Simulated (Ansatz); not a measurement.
# SiCF (quartet): wB97M-V, B2PLYP, RPA-PBE over vertical spin and charge gaps and displaced geometries, cc-pVDZ

How well do these functionals follow the top wave-function level for SiCF (quartet) over vertical spin and charge gaps and displaced geometries?

The runs use Ansatz 0.2.0, Gaussian basis; cc-pVDZ, all electrons in the functionals, frozen cores in the correlation of double hybrids and RPA.

Plan: wB97M-V, B2PLYP, RPA-PBE, at charge 0, quartet; charge 0, doublet; charge 0, sextet; charge 1, triplet; charge 1, quintet; displaced geometry v1; displaced geometry v2.

30 further runs of the same task are left out: 6 for a known fault of the program, 9 that didn't finish, 15 set aside as unsound or not needed.

## 1. What is computed

The geometry is a PBE0/def2-TZVP stationary point (not a proven minimum).

3 atoms, charge 0, spin multiplicity 4.

Atoms are counted from 1 here; the program's logs count them from 0.

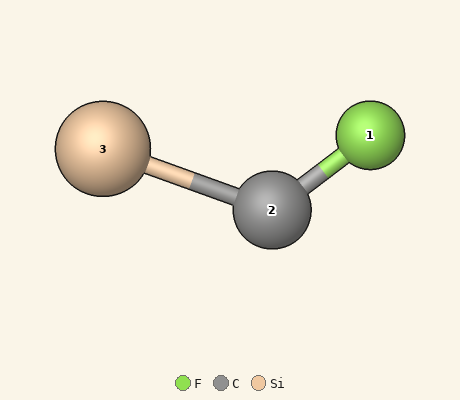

The geometry (fluorine green, carbon grey, silicon light orange); atoms are numbered from 1 in the order of the file.

No dispersion term is added; wB97M-V holds VV10 nonlocal correlation.

The geometry shown and the zero of energy belong to the point charge 0, quartet. The yardstick, UCCSDT(Q), and other wave-function levels (R restricted, U unrestricted, valence and pair active spaces) come from earlier runs.

## 2. wB97M-V, charge 0, quartet

File in.yaml:

```yaml
crystal:
  periodic: [false, false, false]
  atoms:
    - {symbol: F, position_ang: [0.000000, -0.229980, 1.548266]}
    - {symbol: C, position_ang: [0.000000, 0.558036, 0.515839]}
    - {symbol: Si, position_ang: [0.000000, -0.083073, -1.267920]}
basis:
  gaussian: {orbitals: cc-pVDZ}
magnetization: {spin_polarized: true, initial_magnetization: 3}
hamiltonian: {xc: {name: wB97M-V}}
output: {forces: true, orbitals: {seedname: orbitals}}
```

The run is started by

```
$ ansatz run in.yaml --threads 1 --pin off --events-out ev --progress --plain --max-ram 2393MiB
```

What it wrote, shortened:

```text
Functional definition: wB97M-V
  name "wB97M-V"
  cite "Mardirossian & Head-Gordon, J. Chem. Phys. 144, 214110 (2016) doi:10.1063/1.4952647"
  cite "Becke, J. Chem. Phys. 107, 8554 (1997) doi:10.1063/1.475007"
  cite "Vydrov & Van Voorhis, J. Chem. Phys. 133, 244103 (2010) doi:10.1063/1.3521275"
  # Of w^i u^j: cxij and so on, Table III.
[...]
  gx(w, u) = 1 - cx + cx01*u + cx10*w
  gss(w, u) = css00 + css04*u^4 + css10*w + css20*w^2 + css43*w^4*u^3
  gos(w, u) = cos00 + cos10*w + (cos20 + cos21*u)*w^2 + (cos60 + cos61*u)*w^6
[...]
      + integral(e_c_pw_mod_opposite_spin*gos(b97_w_opposite, b97_u_opposite)) + vv10(b, c)
446 factors; integrals over basis functions are off by at most 1.0e-3 eV
124 factors; integrals over basis functions are off by at most 1.3e-5 eV
[...]
mean field -11624.34770399 eV, -427.1868988558 hartree, gradient 3.6e-5 eV, S^2 3.752600; 1 other end points of the search recorded, 0 dependent functions left out
[...]
reference -11624.34772950 eV, -427.1868997932 hartree; 16, 13 occupied and 30, 33 virtual orbitals, 446 factors
Total energy: -11624.34772950 eV, -427.1868997932 hartree
Atom 0 at     0.000000    -0.229980     1.548266 Å, force    -0.000000    -0.353661     0.338338 eV/Å
Atom 1 at     0.000000     0.558036     0.515839 Å, force     0.000000     0.495555    -0.097209 eV/Å
Atom 2 at     0.000000    -0.083073    -1.267920 Å, force    -0.000000    -0.141894    -0.241129 eV/Å
Dipole moment:     0.000000    -0.000760     0.000780 e Å
```

Wall time 8 s (1 thread of Arm Neoverse V1, shared host).

From the report: ⟨S²⟩ of the determinant 3.753 (pure quartet: 3.75).

## 3. wB97M-V, charge 0, doublet

in.yaml, as its differences from that of step 2:

```diff
@@ -8,3 +8,3 @@
   gaussian: {orbitals: cc-pVDZ}
-magnetization: {spin_polarized: true, initial_magnetization: 3}
+magnetization: {spin_polarized: true, initial_magnetization: 1}
 hamiltonian: {xc: {name: wB97M-V}}
```

Same command.

What it wrote, shortened:

```text
Functional definition: wB97M-V
  name "wB97M-V"
  cite "Mardirossian & Head-Gordon, J. Chem. Phys. 144, 214110 (2016) doi:10.1063/1.4952647"
  cite "Becke, J. Chem. Phys. 107, 8554 (1997) doi:10.1063/1.475007"
  cite "Vydrov & Van Voorhis, J. Chem. Phys. 133, 244103 (2010) doi:10.1063/1.3521275"
  # Of w^i u^j: cxij and so on, Table III.
[...]
  gx(w, u) = 1 - cx + cx01*u + cx10*w
  gss(w, u) = css00 + css04*u^4 + css10*w + css20*w^2 + css43*w^4*u^3
  gos(w, u) = cos00 + cos10*w + (cos20 + cos21*u)*w^2 + (cos60 + cos61*u)*w^6
[...]
      + integral(e_c_pw_mod_opposite_spin*gos(b97_w_opposite, b97_u_opposite)) + vv10(b, c)
446 factors; integrals over basis functions are off by at most 1.0e-3 eV
124 factors; integrals over basis functions are off by at most 1.3e-5 eV
[...]
mean field -11624.93501596 eV, -427.2084821727 hartree, gradient 9.1e-6 eV, S^2 0.821107; 5 other end points of the search recorded, 0 dependent functions left out
[...]
reference -11624.93504189 eV, -427.2084831256 hartree; 15, 14 occupied and 31, 32 virtual orbitals, 446 factors
Total energy: -11624.93504189 eV, -427.2084831256 hartree
Atom 0 at     0.000000    -0.229980     1.548266 Å, force    -0.000000     0.058568     1.170461 eV/Å
Atom 1 at     0.000000     0.558036     0.515839 Å, force     0.000000    -1.438454    -3.476738 eV/Å
Atom 2 at     0.000000    -0.083073    -1.267920 Å, force    -0.000000     1.379886     2.306278 eV/Å
Dipole moment:    -0.000000    -0.113924    -0.189053 e Å
```

It took 16 s on 1 thread of Arm Neoverse V1, shared host.

From the report: ⟨S²⟩ of the determinant 0.821 (pure doublet: 0.75).

From charge 0, quartet: -13.5 kcal/mol.

## 4. wB97M-V, charge 0, sextet

in.yaml, as its differences from that of step 3:

```diff
@@ -8,3 +8,3 @@
   gaussian: {orbitals: cc-pVDZ}
-magnetization: {spin_polarized: true, initial_magnetization: 1}
+magnetization: {spin_polarized: true, initial_magnetization: 5}
 hamiltonian: {xc: {name: wB97M-V}}
```

The command is unchanged.

What it wrote, shortened:

```text
Functional definition: wB97M-V
  name "wB97M-V"
  cite "Mardirossian & Head-Gordon, J. Chem. Phys. 144, 214110 (2016) doi:10.1063/1.4952647"
  cite "Becke, J. Chem. Phys. 107, 8554 (1997) doi:10.1063/1.475007"
  cite "Vydrov & Van Voorhis, J. Chem. Phys. 133, 244103 (2010) doi:10.1063/1.3521275"
  # Of w^i u^j: cxij and so on, Table III.
[...]
  gx(w, u) = 1 - cx + cx01*u + cx10*w
  gss(w, u) = css00 + css04*u^4 + css10*w + css20*w^2 + css43*w^4*u^3
  gos(w, u) = cos00 + cos10*w + (cos20 + cos21*u)*w^2 + (cos60 + cos61*u)*w^6
[...]
      + integral(e_c_pw_mod_opposite_spin*gos(b97_w_opposite, b97_u_opposite)) + vv10(b, c)
446 factors; integrals over basis functions are off by at most 1.0e-3 eV
124 factors; integrals over basis functions are off by at most 1.3e-5 eV
[...]
mean field -11620.28267179 eV, -427.0375116777 hartree, gradient 3.0e-5 eV, S^2 8.753710; 0 other end points of the search recorded, 0 dependent functions left out
[...]
reference -11620.28269644 eV, -427.0375125837 hartree; 17, 12 occupied and 29, 34 virtual orbitals, 446 factors
Total energy: -11620.28269644 eV, -427.0375125837 hartree
Atom 0 at     0.000000    -0.229980     1.548266 Å, force    -0.000000    -0.723775     0.901073 eV/Å
Atom 1 at     0.000000     0.558036     0.515839 Å, force     0.000000     0.917571    -0.419888 eV/Å
Atom 2 at     0.000000    -0.083073    -1.267920 Å, force    -0.000000    -0.193796    -0.481184 eV/Å
Dipole moment:     0.000000    -0.031419    -0.168535 e Å
```

Wall time 7 s (1 thread of Arm Neoverse V1, shared host).

From the report: ⟨S²⟩ of the determinant 8.754 (pure sextet: 8.75).

From charge 0, quartet: +93.7 kcal/mol.

## 5. wB97M-V, charge 1, triplet

in.yaml, as its differences from that of step 4:

```diff
@@ -8,4 +8,5 @@
   gaussian: {orbitals: cc-pVDZ}
-magnetization: {spin_polarized: true, initial_magnetization: 5}
+total_charge: 1
+magnetization: {spin_polarized: true, initial_magnetization: 2}
 hamiltonian: {xc: {name: wB97M-V}}
-output: {forces: true, orbitals: {seedname: orbitals}}
+output: {orbitals: {seedname: orbitals}}
```

Same command.

What it wrote, shortened:

```text
Functional definition: wB97M-V
  name "wB97M-V"
  cite "Mardirossian & Head-Gordon, J. Chem. Phys. 144, 214110 (2016) doi:10.1063/1.4952647"
  cite "Becke, J. Chem. Phys. 107, 8554 (1997) doi:10.1063/1.475007"
  cite "Vydrov & Van Voorhis, J. Chem. Phys. 133, 244103 (2010) doi:10.1063/1.3521275"
  # Of w^i u^j: cxij and so on, Table III.
[...]
  gx(w, u) = 1 - cx + cx01*u + cx10*w
  gss(w, u) = css00 + css04*u^4 + css10*w + css20*w^2 + css43*w^4*u^3
  gos(w, u) = cos00 + cos10*w + (cos20 + cos21*u)*w^2 + (cos60 + cos61*u)*w^6
[...]
      + integral(e_c_pw_mod_opposite_spin*gos(b97_w_opposite, b97_u_opposite)) + vv10(b, c)
445 factors; integrals over basis functions are off by at most 1.0e-3 eV
124 factors; integrals over basis functions are off by at most 1.3e-5 eV
[...]
mean field -11616.98506365 eV, -426.9163268139 hartree, gradient 1.9e-5 eV, S^2 2.013255; 0 other end points of the search recorded, 0 dependent functions left out
reference -11616.98509030 eV, -426.9163277933 hartree; 15, 13 occupied and 31, 33 virtual orbitals, 445 factors
Total energy: -11616.98509030 eV, -426.9163277933 hartree
```

It took 8 s on 1 thread of Arm Neoverse V1, shared host.

From the report: ⟨S²⟩ of the determinant 2.013 (pure triplet: 2.00).

From charge 0, quartet: +169.8 kcal/mol.

## 6. wB97M-V, charge 1, quintet

in.yaml, as its differences from that of step 5:

```diff
@@ -9,3 +9,3 @@
 total_charge: 1
-magnetization: {spin_polarized: true, initial_magnetization: 2}
+magnetization: {spin_polarized: true, initial_magnetization: 4}
 hamiltonian: {xc: {name: wB97M-V}}
```

Same command.

What it wrote, shortened:

```text
Functional definition: wB97M-V
  name "wB97M-V"
  cite "Mardirossian & Head-Gordon, J. Chem. Phys. 144, 214110 (2016) doi:10.1063/1.4952647"
  cite "Becke, J. Chem. Phys. 107, 8554 (1997) doi:10.1063/1.475007"
  cite "Vydrov & Van Voorhis, J. Chem. Phys. 133, 244103 (2010) doi:10.1063/1.3521275"
  # Of w^i u^j: cxij and so on, Table III.
[...]
  gx(w, u) = 1 - cx + cx01*u + cx10*w
  gss(w, u) = css00 + css04*u^4 + css10*w + css20*w^2 + css43*w^4*u^3
  gos(w, u) = cos00 + cos10*w + (cos20 + cos21*u)*w^2 + (cos60 + cos61*u)*w^6
[...]
      + integral(e_c_pw_mod_opposite_spin*gos(b97_w_opposite, b97_u_opposite)) + vv10(b, c)
446 factors; integrals over basis functions are off by at most 1.0e-3 eV
124 factors; integrals over basis functions are off by at most 1.3e-5 eV
[...]
mean field -11613.28763451 eV, -426.7804487993 hartree, gradient 3.2e-5 eV, S^2 6.003024; 1 other end points of the search recorded, 0 dependent functions left out
reference -11613.28766093 eV, -426.7804497699 hartree; 16, 12 occupied and 30, 34 virtual orbitals, 446 factors
Total energy: -11613.28766093 eV, -426.7804497699 hartree
```

It took 7.5 s on 1 thread of Arm Neoverse V1, shared host.

From the report: ⟨S²⟩ of the determinant 6.003 (pure quintet: 6.00).

From charge 0, quartet: +255.1 kcal/mol.

## 7. wB97M-V, displaced geometry v1

File in.yaml:

```yaml
crystal:
  periodic: [false, false, false]
  atoms:
    - {symbol: F, position_ang: [-0.022230, -0.247215, 1.576086]}
    - {symbol: C, position_ang: [-0.023063, 0.524658, 0.532506]}
    - {symbol: Si, position_ang: [0.024901, -0.057141, -1.293866]}
basis:
  gaussian: {orbitals: cc-pVDZ}
magnetization: {spin_polarized: true, initial_magnetization: 3}
hamiltonian: {xc: {name: wB97M-V}}
output: {forces: true, orbitals: {seedname: orbitals}}
```

Launched as before.

What it wrote, shortened:

```text
Functional definition: wB97M-V
  name "wB97M-V"
  cite "Mardirossian & Head-Gordon, J. Chem. Phys. 144, 214110 (2016) doi:10.1063/1.4952647"
  cite "Becke, J. Chem. Phys. 107, 8554 (1997) doi:10.1063/1.475007"
  cite "Vydrov & Van Voorhis, J. Chem. Phys. 133, 244103 (2010) doi:10.1063/1.3521275"
  # Of w^i u^j: cxij and so on, Table III.
[...]
  gx(w, u) = 1 - cx + cx01*u + cx10*w
  gss(w, u) = css00 + css04*u^4 + css10*w + css20*w^2 + css43*w^4*u^3
  gos(w, u) = cos00 + cos10*w + (cos20 + cos21*u)*w^2 + (cos60 + cos61*u)*w^6
[...]
      + integral(e_c_pw_mod_opposite_spin*gos(b97_w_opposite, b97_u_opposite)) + vv10(b, c)
446 factors; integrals over basis functions are off by at most 1.0e-3 eV
124 factors; integrals over basis functions are off by at most 1.3e-5 eV
[...]
mean field -11624.33971608 eV, -427.1866053055 hartree, gradient 2.7e-5 eV, S^2 3.752601; 1 other end points of the search recorded, 0 dependent functions left out
[...]
reference -11624.33974162 eV, -427.1866062440 hartree; 16, 13 occupied and 30, 33 virtual orbitals, 446 factors
Total energy: -11624.33974162 eV, -427.1866062440 hartree
Atom 0 at    -0.022230    -0.247215     1.576086 Å, force     0.006916    -0.421296     0.212913 eV/Å
Atom 1 at    -0.023063     0.524658     0.532506 Å, force    -0.007706     0.534854    -0.329645 eV/Å
Atom 2 at     0.024901    -0.057141    -1.293866 Å, force     0.000789    -0.113559     0.116733 eV/Å
Dipole moment:     0.000185    -0.004842    -0.003380 e Å
```

Run time: 8 s. Hardware: 1 thread of Arm Neoverse V1, shared host.

From the report: ⟨S²⟩ of the determinant 3.753 (pure quartet: 3.75).

From charge 0, quartet: +0.2 kcal/mol.

## 8. wB97M-V, displaced geometry v2

File in.yaml:

```yaml
crystal:
  periodic: [false, false, false]
  atoms:
    - {symbol: F, position_ang: [0.075454, -0.220252, 1.544287]}
    - {symbol: C, position_ang: [-0.089420, 0.576138, 0.523454]}
    - {symbol: Si, position_ang: [-0.012800, -0.097395, -1.268485]}
basis:
  gaussian: {orbitals: cc-pVDZ}
magnetization: {spin_polarized: true, initial_magnetization: 3}
hamiltonian: {xc: {name: wB97M-V}}
output: {forces: true, orbitals: {seedname: orbitals}}
```

The command is unchanged.

What it wrote, shortened:

```text
Functional definition: wB97M-V
  name "wB97M-V"
  cite "Mardirossian & Head-Gordon, J. Chem. Phys. 144, 214110 (2016) doi:10.1063/1.4952647"
  cite "Becke, J. Chem. Phys. 107, 8554 (1997) doi:10.1063/1.475007"
  cite "Vydrov & Van Voorhis, J. Chem. Phys. 133, 244103 (2010) doi:10.1063/1.3521275"
  # Of w^i u^j: cxij and so on, Table III.
[...]
  gx(w, u) = 1 - cx + cx01*u + cx10*w
  gss(w, u) = css00 + css04*u^4 + css10*w + css20*w^2 + css43*w^4*u^3
  gos(w, u) = cos00 + cos10*w + (cos20 + cos21*u)*w^2 + (cos60 + cos61*u)*w^6
[...]
      + integral(e_c_pw_mod_opposite_spin*gos(b97_w_opposite, b97_u_opposite)) + vv10(b, c)
446 factors; integrals over basis functions are off by at most 1.1e-3 eV
124 factors; integrals over basis functions are off by at most 1.1e-5 eV
[...]
mean field -11624.35408124 eV, -427.1871332154 hartree, gradient 2.5e-5 eV, S^2 3.752559; 1 other end points of the search recorded, 0 dependent functions left out
[...]
reference -11624.35410684 eV, -427.1871341563 hartree; 16, 13 occupied and 30, 33 virtual orbitals, 446 factors
Total energy: -11624.35410684 eV, -427.1871341563 hartree
Atom 0 at     0.075454    -0.220252     1.544287 Å, force     0.029178    -0.139660     0.190202 eV/Å
Atom 1 at    -0.089420     0.576138     0.523454 Å, force    -0.027248     0.125449    -0.214787 eV/Å
Atom 2 at    -0.012800    -0.097395    -1.268485 Å, force    -0.001929     0.014210     0.024585 eV/Å
Dipole moment:     0.000744    -0.006913    -0.020194 e Å
```

Run time: 8.5 s. Hardware: 1 thread of Arm Neoverse V1, shared host.

From the report: ⟨S²⟩ of the determinant 3.753 (pure quartet: 3.75).

From charge 0, quartet: -0.1 kcal/mol.

## 9. B2PLYP, charge 0, quartet

File in.yaml:

```yaml
crystal:
  periodic: [false, false, false]
  atoms:
    - {symbol: F, position_ang: [0.000000, -0.229980, 1.548266]}
    - {symbol: C, position_ang: [0.000000, 0.558036, 0.515839]}
    - {symbol: Si, position_ang: [0.000000, -0.083073, -1.267920]}
basis:
  gaussian: {orbitals: cc-pVDZ}
magnetization: {spin_polarized: true, initial_magnetization: 3}
hamiltonian: {xc: {name: B2PLYP}}
correlation: {electrons: outside_noble_gas}
```

Same command.

What it wrote, shortened:

```text
Functional definition: B2PLYP
  name "B2PLYP"
  cite "Grimme, J. Chem. Phys. 124, 034108 (2006) doi:10.1063/1.2148954"
  cite "Becke, Phys. Rev. A 38, 3098 (1988) doi:10.1103/PhysRevA.38.3098"
  cite "Lee, Yang & Parr, Phys. Rev. B 37, 785 (1988) doi:10.1103/PhysRevB.37.785"
[...]
446 factors; integrals over basis functions are off by at most 1.0e-3 eV
[...]
mean field -11616.34032491 eV, -426.8926331023 hartree, gradient 3.7e-6 eV, S^2 3.760687; 2 other end points of the search recorded, 0 dependent functions left out
7 core orbitals not correlated: weight in the atoms' cores, before any rotation towards them, 1.000 or more for the frozen orbitals, at most 0.000 for the correlated occupied ones
reference -11616.34042454 eV, -426.8926367636 hartree; 9, 6 occupied and 30, 33 virtual orbitals, 446 factors
second order -11.36790161 eV of doubles, -0.00000000 eV of singles
Total energy: -11619.40975798 eV, -427.0054326869 hartree
```

Wall time 2.2 s (1 thread of Arm Neoverse V1, shared host).

From the report: ⟨S²⟩ of the determinant 3.761 (pure quartet: 3.75).

## 10. B2PLYP, charge 0, doublet

in.yaml, as its differences from that of step 9:

```diff
@@ -8,3 +8,3 @@
   gaussian: {orbitals: cc-pVDZ}
-magnetization: {spin_polarized: true, initial_magnetization: 3}
+magnetization: {spin_polarized: true, initial_magnetization: 1}
 hamiltonian: {xc: {name: B2PLYP}}
```

The command is unchanged.

What it wrote, shortened:

```text
Functional definition: B2PLYP
  name "B2PLYP"
  cite "Grimme, J. Chem. Phys. 124, 034108 (2006) doi:10.1063/1.2148954"
  cite "Becke, Phys. Rev. A 38, 3098 (1988) doi:10.1103/PhysRevA.38.3098"
  cite "Lee, Yang & Parr, Phys. Rev. B 37, 785 (1988) doi:10.1103/PhysRevB.37.785"
[...]
446 factors; integrals over basis functions are off by at most 1.0e-3 eV
[...]
mean field -11616.68216201 eV, -426.9051953838 hartree, gradient 2.1e-6 eV, S^2 1.176755; 3 other end points of the search recorded, 0 dependent functions left out
7 core orbitals not correlated: weight in the atoms' cores, before any rotation towards them, 1.000 or more for the frozen orbitals, at most 0.000 for the correlated occupied ones
reference -11616.68226482 eV, -426.9051991619 hartree; 8, 7 occupied and 31, 32 virtual orbitals, 446 factors
second order -11.86068393 eV of doubles, -0.00000000 eV of singles
Total energy: -11619.88464948 eV, -427.0228846276 hartree
```

Wall time 6.5 s (1 thread of Arm Neoverse V1, shared host).

From the report: ⟨S²⟩ of the determinant 1.177 (pure doublet: 0.75).

From charge 0, quartet: -11.0 kcal/mol.

## 11. B2PLYP, charge 0, sextet

in.yaml, as its differences from that of step 10:

```diff
@@ -8,3 +8,3 @@
   gaussian: {orbitals: cc-pVDZ}
-magnetization: {spin_polarized: true, initial_magnetization: 1}
+magnetization: {spin_polarized: true, initial_magnetization: 5}
 hamiltonian: {xc: {name: B2PLYP}}
```

Launched as before.

What it wrote, shortened:

```text
Functional definition: B2PLYP
  name "B2PLYP"
  cite "Grimme, J. Chem. Phys. 124, 034108 (2006) doi:10.1063/1.2148954"
  cite "Becke, Phys. Rev. A 38, 3098 (1988) doi:10.1103/PhysRevA.38.3098"
  cite "Lee, Yang & Parr, Phys. Rev. B 37, 785 (1988) doi:10.1103/PhysRevB.37.785"
[...]
446 factors; integrals over basis functions are off by at most 1.0e-3 eV
[...]
mean field -11612.93116631 eV, -426.7673488343 hartree, gradient 7.9e-7 eV, S^2 8.756869; 0 other end points of the search recorded, 0 dependent functions left out
7 core orbitals not correlated: weight in the atoms' cores, before any rotation towards them, 1.000 or more for the frozen orbitals, at most 0.000 for the correlated occupied ones
reference -11612.93126274 eV, -426.7673523782 hartree; 10, 5 occupied and 29, 34 virtual orbitals, 446 factors
second order -10.05430219 eV of doubles, -0.00000000 eV of singles
Total energy: -11615.64592433 eV, -426.8671143516 hartree
```

It took 1.6 s on 1 thread of Arm Neoverse V1, shared host.

From the report: ⟨S²⟩ of the determinant 8.757 (pure sextet: 8.75).

From charge 0, quartet: +86.8 kcal/mol.

## 12. B2PLYP, charge 1, triplet

in.yaml, as its differences from that of step 11:

```diff
@@ -8,3 +8,4 @@
   gaussian: {orbitals: cc-pVDZ}
-magnetization: {spin_polarized: true, initial_magnetization: 5}
+total_charge: 1
+magnetization: {spin_polarized: true, initial_magnetization: 2}
 hamiltonian: {xc: {name: B2PLYP}}
```

Same command.

What it wrote, shortened:

```text
Functional definition: B2PLYP
  name "B2PLYP"
  cite "Grimme, J. Chem. Phys. 124, 034108 (2006) doi:10.1063/1.2148954"
  cite "Becke, Phys. Rev. A 38, 3098 (1988) doi:10.1103/PhysRevA.38.3098"
  cite "Lee, Yang & Parr, Phys. Rev. B 37, 785 (1988) doi:10.1103/PhysRevB.37.785"
[...]
445 factors; integrals over basis functions are off by at most 1.0e-3 eV
[...]
mean field -11608.86858711 eV, -426.6180518027 hartree, gradient 8.2e-6 eV, S^2 2.052399; 1 other end points of the search recorded, 0 dependent functions left out
7 core orbitals not correlated: weight in the atoms' cores, before any rotation towards them, 1.000 or more for the frozen orbitals, at most 0.000 for the correlated occupied ones
reference -11608.86869026 eV, -426.6180555932 hartree; 8, 6 occupied and 31, 33 virtual orbitals, 445 factors
second order -11.41987255 eV of doubles, -0.00000000 eV of singles
Total energy: -11611.95205585 eV, -426.7313671886 hartree
```

Run time: 2.4 s. Hardware: 1 thread of Arm Neoverse V1, shared host.

From the report: ⟨S²⟩ of the determinant 2.052 (pure triplet: 2.00).

From charge 0, quartet: +172.0 kcal/mol.

## 13. B2PLYP, charge 1, quintet

in.yaml, as its differences from that of step 12:

```diff
@@ -9,3 +9,3 @@
 total_charge: 1
-magnetization: {spin_polarized: true, initial_magnetization: 2}
+magnetization: {spin_polarized: true, initial_magnetization: 4}
 hamiltonian: {xc: {name: B2PLYP}}
```

The command is unchanged.

What it wrote, shortened:

```text
Functional definition: B2PLYP
  name "B2PLYP"
  cite "Grimme, J. Chem. Phys. 124, 034108 (2006) doi:10.1063/1.2148954"
  cite "Becke, Phys. Rev. A 38, 3098 (1988) doi:10.1103/PhysRevA.38.3098"
  cite "Lee, Yang & Parr, Phys. Rev. B 37, 785 (1988) doi:10.1103/PhysRevB.37.785"
[...]
446 factors; integrals over basis functions are off by at most 1.0e-3 eV
[...]
mean field -11605.69813567 eV, -426.5015398611 hartree, gradient 7.3e-6 eV, S^2 6.005565; 4 other end points of the search recorded, 0 dependent functions left out
7 core orbitals not correlated: weight in the atoms' cores, before any rotation towards them, 1.000 or more for the frozen orbitals, at most 0.000 for the correlated occupied ones
reference -11605.69823984 eV, -426.5015436894 hartree; 9, 5 occupied and 30, 34 virtual orbitals, 446 factors
second order -10.69205326 eV of doubles, -0.00000000 eV of singles
Total energy: -11608.58509422 eV, -426.6076336311 hartree
```

Run time: 3.3 s. Hardware: 1 thread of Arm Neoverse V1, shared host.

From the report: ⟨S²⟩ of the determinant 6.006 (pure quintet: 6.00).

From charge 0, quartet: +249.6 kcal/mol.

(Part 1 of 2 ends here.)
